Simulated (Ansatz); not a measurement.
# CH8AlNSi: ladder of methods at one geometry in Python

How do the methods compare on CH8AlNSi, in result and in cost? Wanted for CH8AlNSi: a ladder of methods at one geometry. SMILES: C[SiH](N)[AlH2].

Computed with Ansatz 0.2.0 through its Python package. The levels of theory stand in the script.

**1. Starting point**

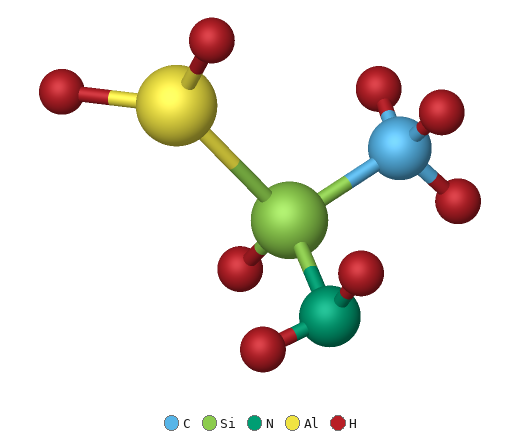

The structure that the script starts from, seen from a chosen angle (carbon blue, silicon green, nitrogen teal, aluminium yellow, hydrogen red).

The script holds or builds the structure itself.

**2. Script**

methods_ch8alnsi.py

```python
'''One geometry of CH8AlNSi, method by method.'''

from pathlib import Path

import ansatz as az
import numpy as np

SETTINGS = {
    'basis_set': 'def2-SVP',
}


def main() -> None:
    mol = (
        az.Crystal.molecule()
        .atom('C', (-0.8673, 1.43, 0.0265))
        .atom('Si', (-0.4334, -0.294, -0.3451))
        .atom('N', (0.6129, -0.3337, -1.7874))
        .atom('Al', (0.7691, -1.1775, 1.5244))
        .atom('H', (-0.0034, 2.0669, 0.2042))
        .atom('H', (-1.4454, 1.9137, -0.8648))
        .atom('H', (-1.5587, 1.5037, 0.9026))
        .atom('H', (-1.5989, -1.0674, -0.6221))
        .atom('H', (1.516, 0.2056, -1.4748))
        .atom('H', (0.9272, -1.331, -1.887))
        .atom('H', (0.094, -2.4691, 2.2968))
        .atom('H', (2.0649, -0.5023, 2.0606))
    )

    base = mol.calculation().basis(gaussian=SETTINGS['basis_set'])

    print('functional    E (Ha)        dipole (D)   HOMO (eV)  LUMO (eV)')
    for name in ['pbe', 'lc_wpbe', 'hf', 'cam_b3lyp']:
        summary = base.functional(name).forces().orbitals().run(threads=1, backend='cpu', runs_dir='runs').report
        lines = Path(summary['orbitals_path']).read_text().splitlines()
        field_of = lambda key: [line.split('=')[1].strip() for line in lines if line.startswith(key)]
        orbitals = [(27.211386 * float(e), s, float(n)) for e, s, n in zip(field_of('Ene='), field_of('Spin='), field_of('Occup='))]
        homo = max(e for e, _, n in orbitals if n > 0.5)
        lumo = min(e for e, _, n in orbitals if n < 0.5)
        dipole = 4.803205 * np.linalg.norm(summary['charge_distribution']['dipole_moment_e_ang'])
        print(f'{name:10s} {summary["free_energy_ev"] / 27.211386246:14.6f} {dipole:9.3f} {homo:11.3f} {lumo:10.3f}')


if __name__ == '__main__':
    main()
```

**3. What the engine is handed**

The engine receives this input (first run):

```yaml
crystal:
  periodic: [false, false, false]
  atoms:
    - { symbol: C, position_ang: [-0.8673, 1.43, 0.0265] }
    - { symbol: Si, position_ang: [-0.4334, -0.294, -0.3451] }
    - { symbol: "N", position_ang: [0.6129, -0.3337, -1.7874] }
    - { symbol: Al, position_ang: [0.7691, -1.1775, 1.5244] }
    - { symbol: H, position_ang: [-0.0034, 2.0669, 0.2042] }
    - { symbol: H, position_ang: [-1.4454, 1.9137, -0.8648] }
    - { symbol: H, position_ang: [-1.5587, 1.5037, 0.9026] }
    - { symbol: H, position_ang: [-1.5989, -1.0674, -0.6221] }
    - { symbol: H, position_ang: [1.516, 0.2056, -1.4748] }
    - { symbol: H, position_ang: [0.9272, -1.331, -1.887] }
    - { symbol: H, position_ang: [0.094, -2.4691, 2.2968] }
    - { symbol: H, position_ang: [2.0649, -0.5023, 2.0606] }
basis:
  gaussian:
    orbitals: def2-SVP
hamiltonian:
  xc: pbe
output:
  orbitals: {}
  forces: true
```

**4. The run**

Command:

```
python methods_ch8alnsi.py
```

The log of the run:

```text
functional    E (Ha)        dipole (D)   HOMO (eV)  LUMO (eV)
pbe           -628.911165     0.954      -5.148     -2.677
lc_wpbe       -629.104735     0.971      -8.865      0.043
hf            -627.568191     1.020      -9.083      0.783
cam_b3lyp     -629.286981     0.919      -7.568     -0.999
```

Run time: 14 s. Hardware: 1 thread of Arm Neoverse V2, shared host; peak memory 0.31 GiB.

**5. Inputs of later runs**

The engine's inputs for the other runs:

Run 2, against run 1:

```diff
@@ -20 +20 @@
-  xc: pbe
+  xc: lc_wpbe
```

Run 3, against run 1:

```diff
@@ -20 +20 @@
-  xc: pbe
+  xc: hf
```

Run 4, against run 1:

```diff
@@ -20 +20 @@
-  xc: pbe
+  xc: cam_b3lyp
```

**6. The runs side by side**

One row for each of the 4 runs:

```
run  functional  energy (eV)  SCF cycles  CPU time (s)
  1         pbe  -17113.5446          19             3
  2     lc_wpbe  -17118.8119          17             4
  3          hf  -17077.0004          11           1.6
  4   cam_b3lyp  -17123.7711          18           4.8
```

Totals under unlike functionals or potentials can't be compared directly.

The fields below are those of run 1.

**7. Pictures from the orbitals**

Orbitals, density, ELF and potential are computed afterwards from the orbital file.

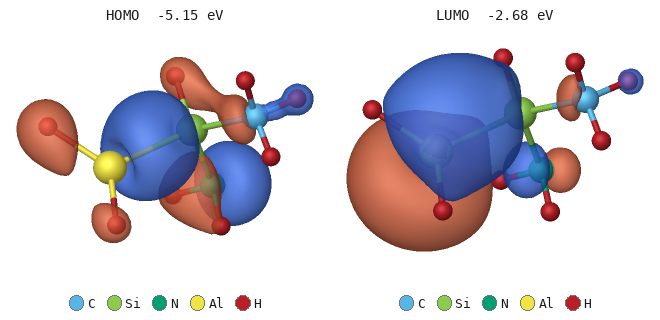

Frontier orbitals at PBE/def2-SVP; each surface holds 70 % of the orbital's density, blue and red mark the sign.

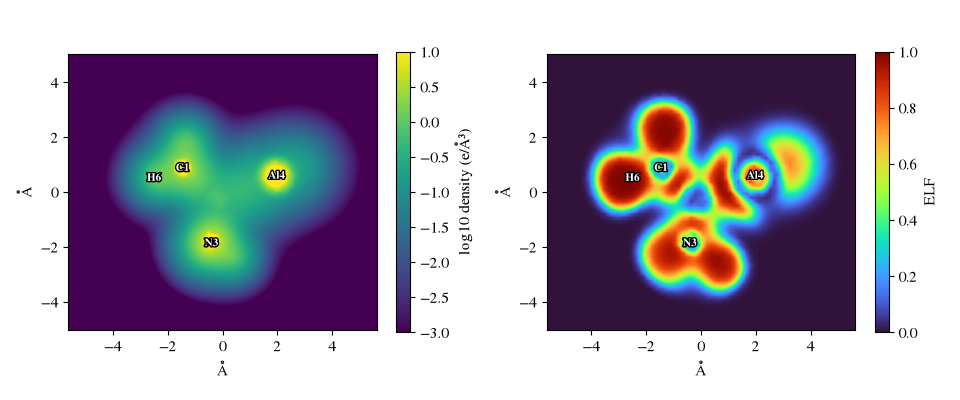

Density (left) and ELF (right) in a plane through or near 4 of the atoms.

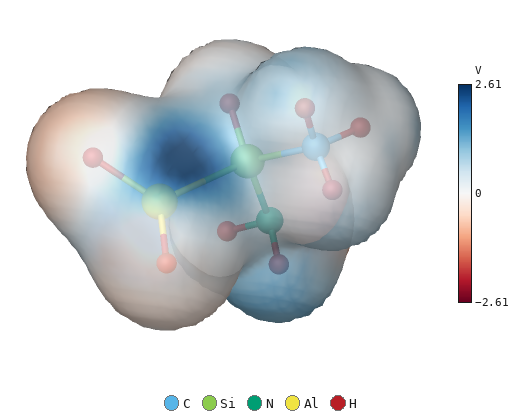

Electrostatic potential on the surface of density 0.002 e/bohr³; red is low, blue high. It runs from -1.46 V near N3 to 2.61 V near Al4.

**8. Results**

```
                                      quantity    value
                                 runs compared        4
HOMO-LUMO gap of the mean field (PBE/def2-SVP)  2.47 eV
```

All 4 runs converged, in 11 to 19 cycles. Notes:
- The geometry is a force-field or estimated start, not a minimum of this method, and the basis set is short of its limit. A lower total doesn't mark the better method: functionals have no common bound, and MP2 and coupled cluster aren't variational.
- Levels such as HOMO and LUMO are orbital energies: with these approximate functionals they aren't the ionisation energy and electron affinity, and their gap isn't the fundamental gap.
